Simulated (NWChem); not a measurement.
# C2H3F2S (SMILES CS[C](F)F): levels of theory compared

Aim: a comparison of 4 runs (UHF/STO-3G, UHF/3-21G, UB3LYP/6-31G*) of C2H3F2S. 

The results are computed with NWChem 7.3.0.

### 1 The system as given

C2H3F2S: 8 atoms, total charge 0, spin state doublet. As SMILES, `CS[C](F)F`. The shape is that of a GFN2-xTB optimisation. This is one conformer, not always the lowest.

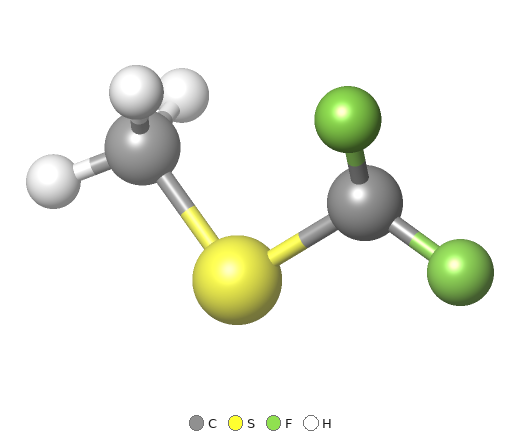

The structure, seen from a chosen angle (carbon grey, sulfur yellow, fluorine green, hydrogen white).

### 2 Energy and forces at UHF/STO-3G (run 1)

m1.xyz

```xyz
8
C2H3F2S hf
C     -0.860080    -0.616700     0.624590
S      0.663600     0.331220     0.919740
C      1.138860     0.519620    -0.741140
F      0.214870     0.989960    -1.600870
F      2.290610     1.162860    -0.947400
H     -1.499410    -0.071740    -0.062940
H     -0.601520    -1.590330     0.220580
H     -1.346920    -0.724880     1.587450
```

run.py

```python
from ase.io import read
from ase.calculators.nwchem import NWChem

system = read('m1.xyz')

calc = NWChem(
    label='m1',
    theory='scf',
    memory='2200 mb',
    basis='STO-3G',
    basispar='spherical bse',
    scf={'nopen': '1', 'uhf': None, 'thresh': '1e-08', 'maxiter': '80'},
)
system.calc = calc

forces = system.get_forces()
print("Total energy (eV):", round(system.get_potential_energy(), 6))
print("forces (eV/A):")
for s, f in zip(system.symbols, forces):
    print(f"{s:2s} {f[0]:10.5f} {f[1]:10.5f} {f[2]:10.5f}")
```

On the command line:

```console
export ASE_NWCHEM_COMMAND="nwchem PREFIX.nwi > PREFIX.nwo"
python run.py
```

The program printed:

```text
Total energy (eV): -18116.607618
forces (eV/A):
C     1.08819    0.58781    0.16486
S    -0.82841   -0.33594    1.93080
C    -0.04690   -0.49355   -1.35615
F    -0.73714    0.20795   -0.56163
F     1.29316    0.51782   -0.04582
H    -0.20085   -0.23186    0.01923
H    -0.36993   -0.10336   -0.02756
H    -0.19818   -0.14882   -0.12372
```

The calculator wrote m1.nwi:

```
title "m1"

permanent_dir m1

scratch_dir m1

start m1

geometry units angstrom nocenter noautosym noautoz
  C  -8.6007999999999996e-01 -6.1670000000000003e-01 6.2458999999999998e-01
  S  6.6359999999999997e-01 3.3122000000000001e-01 9.1974000000000000e-01
  C  1.1388600000000000e+00 5.1961999999999997e-01 -7.4114000000000002e-01
  F  2.1487000000000001e-01 9.8995999999999995e-01 -1.6008700000000000e+00
  F  2.2906100000000000e+00 1.1628600000000000e+00 -9.4740000000000002e-01
  H  -1.4994099999999999e+00 -7.1739999999999998e-02 -6.2939999999999996e-02
  H  -6.0152000000000005e-01 -1.5903300000000000e+00 2.2058000000000000e-01
  H  -1.3469199999999999e+00 -7.2487999999999997e-01 1.5874500000000000e+00
end

memory 2200 mb

basis spherical bse noprint
   * library STO-3G
end

scf
  nopen 1
  uhf
  thresh 1e-08
  maxiter 80
end

task scf gradient
```

m1.nwo:

```text
Northwest Computational Chemistry Package (NWChem) 7.3.0
             --------------------------------------------------------

           Job information
           ---------------

    nwchem branch   = 7.3.0
    use scalapack   = T
    input           = m1.nwi
    prefix          = m1.
    data base       = m1/m1.db
    status          = startup
    nproc           =        1

           Memory information
           ------------------

    heap     =     72089596 doubles =      550.0 Mbytes
    stack    =     72089601 doubles =      550.0 Mbytes
    global   =    144179200 doubles =     1100.0 Mbytes (distinct from heap & stack)
    total    =    288358397 doubles =     2200.0 Mbytes
    verify   = yes
    hardfail = no

[... 38 lines left out ...]
            Nuclear Dipole moment (a.u.)
[... 87 lines left out ...]
 1-e energy   =   -1392.930842
[... 7 lines left out ...]
         Quadratically convergent UHF
[... 15 lines left out ...]
       Final UHF  results
[... 3 lines left out ...]
      One electron energy =  -1390.335089295111
[... 1 line left out ...]
 Nuclear repulsion energy =    232.708200276826
[... 44 lines left out ...]
          Final beta eigenvalues
[... 215 lines left out ...]
                     UHF Final Beta Molecular Orbital Analysis
[... 253 lines left out ...]
                         UHF ENERGY GRADIENTS

    atom               coordinates                        gradient
                 x          y          z           x          y          z
   1 C      -1.625316  -1.165394   1.180304   -0.021162  -0.011431  -0.003206
   2 S       1.254022   0.625915   1.738057    0.016110   0.006533  -0.037548
   3 C       2.152133   0.981939  -1.400552    0.000912   0.009598   0.026373
[... 4 lines of this table left out ...]
   8 H      -2.545310  -1.369825   2.999846    0.003854   0.002894   0.002406

                 ----------------------------------------
                 |  Time  |  1-e(secs)   |  2-e(secs)   |
                 ----------------------------------------
                 |  CPU   |       0.00   |       0.33   |
                 ----------------------------------------
                 |  WALL  |       0.00   |       0.33   |
                 ----------------------------------------

 Task  times  cpu:        2.9s     wall:        2.9s
 Total times  cpu:        2.9s     wall:        2.9s
```

It took 4.2 s on 1 thread of Intel Xeon Platinum 8488C (Sapphire Rapids), shared host; peak memory 0.1 GiB.

### 3 Energy and gradient at UHF/3-21G (run 2)

c2h3f2s.nw

```
start c2h3f2s
memory 2200 mb
charge 0

geometry units angstrom noautosym nocenter noautoz
  C       -0.860080      -0.616700       0.624590
  S        0.663600       0.331220       0.919740
  C        1.138860       0.519620      -0.741140
  F        0.214870       0.989960      -1.600870
  F        2.290610       1.162860      -0.947400
  H       -1.499410      -0.071740      -0.062940
  H       -0.601520      -1.590330       0.220580
  H       -1.346920      -0.724880       1.587450
end

basis "ao basis" spherical bse
  * library 3-21G
end

scf
  nopen 1
  uhf
  thresh 1e-08
  maxiter 80
end

task scf gradient
```

On the command line:

```console
nwchem c2h3f2s.nw > c2h3f2s.out
```

The program printed:

```text
[...]
  functions       =    55
[...]
  wavefunction    = UHF
[...]
         Total SCF energy =   -670.344626134722
      One electron energy =  -1390.540909636842
      Two electron energy =    487.488083225294
 Nuclear repulsion energy =    232.708200276826
                       Sz =      0.5000
                 Sz(Sz+1) =      0.7500
                      S^2 =      0.7581
[...]
                         UHF ENERGY GRADIENTS
    atom               coordinates                        gradient
                 x          y          z           x          y          z
   1 C      -1.625316  -1.165394   1.180304    0.023591   0.015658   0.005022
   2 S       1.254022   0.625915   1.738057   -0.011059  -0.012985  -0.042474
   3 C       2.152133   0.981939  -1.400552   -0.011487   0.002414   0.041814
   4 F       0.406045   1.870753  -3.025206    0.010724  -0.001220   0.001531
   5 F       4.328625   2.197487  -1.790326   -0.011077  -0.003756  -0.004671
   6 H      -2.833474  -0.135569  -0.118939   -0.003325   0.003583  -0.003855
   7 H      -1.136708  -3.005288   0.416836    0.004009  -0.004010  -0.002237
   8 H      -2.545310  -1.369825   2.999846   -0.001377   0.000315   0.004870
[...]
```

Wall time 4.2 s (1 thread of Intel Xeon Platinum 8488C (Sapphire Rapids), shared host); peak memory 0.1 GiB.

### 4 Energy and gradient at UB3LYP/6-31G(d) (Cartesian functions) (run 3)

input.nw

```
start input
memory 2200 mb
charge 0
geometry units au noautosym nocenter noautoz
C   -1.62531565  -1.16539410   1.18030404
S    1.25402226   0.62591509   1.73805671
C    2.15213349   0.98193949  -1.40055162
F    0.40604545   1.87075327  -3.02520586
F    4.32862556   2.19748692  -1.79032653
H   -2.83347425  -0.13556895  -0.11893936
H   -1.13670806  -3.00528815   0.41683579
H   -2.54530991  -1.36982467   2.99984574
end
basis
* library 6-31G*
end
dft
xc b3lyp
mult 2
grid xfine
convergence energy 1e-08
iterations 100
mulliken
print low
end
task dft gradient
```

On the command line:

```console
nwchem input.nw > input.out
```

The program printed:

```text
[...]
 d= 0,ls=0.0,diis     1   -675.6775443294 -9.08D+02  1.12D-02  3.29D-01     5.0
[...]
 d= 0,ls=0.0,diis    12   -675.8135870458 -9.92D-10  1.36D-07  1.92D-10    55.5
[...]
         Total DFT energy =     -675.813587045801
      One electron energy =    -1395.704239241093
           Coulomb energy =      545.783715483485
    Exchange-Corr. energy =      -58.601246686210
 Nuclear repulsion energy =      232.708183398017
[...]
      Total Density - Mulliken Population Analysis
     ---------------------------------------------
    Atom       Charge   Shell Charges
 -----------   ------   -------------------------------------------------------
    1 C    6     6.60   1.99  0.68  2.11  0.71  1.08  0.03
    2 S   16    15.86   2.00  1.99  5.97  1.42  3.03  0.47  0.94  0.04
    3 C    6     5.66   1.99  0.71  1.81  0.49  0.58  0.07
    4 F    9     9.25   1.99  0.95  3.31  0.95  1.98  0.06
    5 F    9     9.24   1.99  0.95  3.31  0.95  1.97  0.06
    6 H    1     0.79   0.52  0.27
    7 H    1     0.80   0.52  0.28
    8 H    1     0.80   0.52  0.28
[...]
      <S2> =      0.7532 (Exact =     0.7500)
                         DFT ENERGY GRADIENTS
    atom               coordinates                        gradient
                 x          y          z           x          y          z
   1 C      -1.625316  -1.165394   1.180304   -0.002980  -0.000130   0.001938
   2 S       1.254022   0.625915   1.738057   -0.001756  -0.006108  -0.017346
   3 C       2.152133   0.981939  -1.400552   -0.004649   0.004149   0.021822
   4 F       0.406045   1.870753  -3.025206    0.003778  -0.001862   0.000008
   5 F       4.328626   2.197487  -1.790327   -0.002390  -0.001133  -0.005695
   6 H      -2.833474  -0.135569  -0.118939    0.003473  -0.000717   0.001575
   7 H      -1.136708  -3.005288   0.416836    0.001854   0.004858   0.001668
   8 H      -2.545310  -1.369825   2.999846    0.002670   0.000944  -0.003970
 Task  times  cpu:       63.7s     wall:       63.7s
 Total times  cpu:       63.7s     wall:       63.7s
```

Run time: 65 s. Hardware: 1 thread of Intel Xeon Platinum 8488C (Sapphire Rapids), shared host; peak memory 0.15 GiB.

### 5 Energy and gradient at UB3LYP/6-31G(d) (spherical functions) (run 4)

nw.nw

```
start nw
title "C2H3F2S gradient"
memory stack 880 mb heap 220 mb global 1100 mb
geometry units angstrom noautosym nocenter noautoz
   C    -0.860080   -0.616700    0.624590
   S     0.663600    0.331220    0.919740
   C     1.138860    0.519620   -0.741140
   F     0.214870    0.989960   -1.600870
   F     2.290610    1.162860   -0.947400
   H    -1.499410   -0.071740   -0.062940
   H    -0.601520   -1.590330    0.220580
   H    -1.346920   -0.724880    1.587450
end
basis "ao basis" spherical bse
   * library 6-31G*
end
dft
   xc b3lyp
   mult 2
   grid xfine
   convergence energy 1e-08
   iterations 100
   mulliken
   noprint "final vectors analysis"
end
task dft gradient
```

On the command line:

```console
nwchem nw.nw > nw.out
```

The program printed:

```text
[...]
          Wavefunction type:  spin polarized.
          No. of atoms     :     8
          No. of electrons :    49
[...]
          Charge           :     0
          Spin multiplicity:     2
[...]
          AO basis - number of functions:    80
[...]
              XC Information
              --------------
                         B3LYP Method XC Potential
                     Hartree-Fock (Exact) Exchange  0.200
                        Slater Exchange Functional  0.800 local
                    Becke 1988 Exchange Functional  0.720 non-local
              Lee-Yang-Parr Correlation Functional  0.810
                  VWN I RPA Correlation Functional  0.190 local
[...]
 d= 0,ls=0.0,diis     1   -675.6739357218 -9.08D+02  1.12D-02  2.92D-01     4.3
[...]
 d= 0,ls=0.0,diis    12   -675.8073379903 -1.04D-09  1.39D-07  1.87D-10    50.9
[...]
         Total DFT energy =     -675.807337990319
      One electron energy =    -1395.799695536303
           Coulomb energy =      545.931402227837
    Exchange-Corr. energy =      -58.647244958679
 Nuclear repulsion energy =      232.708200276826
[...]
      Total Density - Mulliken Population Analysis
     ---------------------------------------------
    Atom       Charge   Shell Charges
 -----------   ------   -------------------------------------------------------
    1 C    6     6.60   2.00  0.68  2.11  0.70  1.09  0.03
    2 S   16    15.86   2.00  2.00  5.97  1.37  3.03  0.47  0.95  0.08
    3 C    6     5.60   2.00  0.69  1.81  0.45  0.54  0.11
    4 F    9     9.27   2.00  0.94  3.30  1.02  2.00  0.02
    5 F    9     9.27   2.00  0.94  3.31  1.02  1.98  0.02
    6 H    1     0.79   0.52  0.27
    7 H    1     0.80   0.52  0.28
    8 H    1     0.80   0.52  0.28
[...]
      <S2> =      0.7532 (Exact =     0.7500)
[...]
  wavefunction    = open shell
                         DFT ENERGY GRADIENTS
    atom               coordinates                        gradient
                 x          y          z           x          y          z
   1 C      -1.625316  -1.165394   1.180304   -0.003202  -0.000252   0.001975
   2 S       1.254022   0.625915   1.738057   -0.001805  -0.006122  -0.016973
   3 C       2.152133   0.981939  -1.400552   -0.004547   0.003668   0.021830
   4 F       0.406045   1.870753  -3.025206    0.003725  -0.001609  -0.000269
   5 F       4.328625   2.197487  -1.790326   -0.002185  -0.000803  -0.005888
   6 H      -2.833474  -0.135569  -0.118939    0.003481  -0.000756   0.001638
   7 H      -1.136708  -3.005288   0.416836    0.001838   0.004919   0.001700
   8 H      -2.545310  -1.369825   2.999846    0.002694   0.000956  -0.004013
[...]
```

Wall time 60 s (1 thread of Intel Xeon Platinum 8488C (Sapphire Rapids), shared host); peak memory 0.14 GiB.

### 6 All runs side by side

| run | level | Cartesian functions | iteration cap | energy (Eh) | dipole moment (D) | ⟨S²⟩ | largest force (eV/Å) | wall time |
| --- | --- | --- | --- | --- | --- | --- | --- | --- |
| 1 | UHF/STO-3G | no | 80 | -665.773056 | 1.51 | 0.757 | 2.128 | 4.2 s |
| 2 | UHF/3-21G | no | 80 | -670.344626 | 2.87 | 0.758 | 2.354 | 4.2 s |
| 3 | UB3LYP/6-31G* (Cartesian functions) | yes | 100 | -675.813587 | – | 0.753 | 1.167 | 65 s |
| 4 | UB3LYP/6-31G* (spherical functions) | no | 100 | -675.807338 | 2.21 | 0.753 | 1.162 | 60 s |

### 7 Results

| quantity | value |
| --- | --- |
| run 4: total energy | -675.80734 Eh |
| run 4: dipole moment | 2.21 D |
| run 4: ⟨S²⟩ | 0.753 |
| run 4: largest force on an atom | 1.162 eV/Å |

What this shows: Over runs 1, 2, 4 the dipole moment (its size) runs from 1.51 D (UHF/STO-3G) to 2.87 D (UHF/3-21G). In run 1 the basis is minimal, so the values are rough. All runs together took 2.2 min, the longest 65 s.
